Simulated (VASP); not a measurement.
Band structure of WC (wc). Computed with PBE GGA, VASP's PBE PAW potentials (set 64) (plane waves; VASP).

Unless said otherwise, spin-orbit coupling is left out, though it shifts the bands of the heavy elements here.

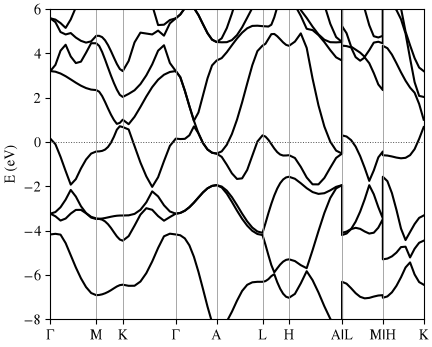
Figure: Bands along high-symmetry lines, zero at the valence-band maximum or, without a gap, the Fermi level

### Question
Read the plot: is there a gap, and where are the band edges?

### Answer
It has no gap at this level: it comes out as a metal or semimetal. (Edges off the drawn lines would not show.)

The compound is WC in the wc structure. It was relaxed first.
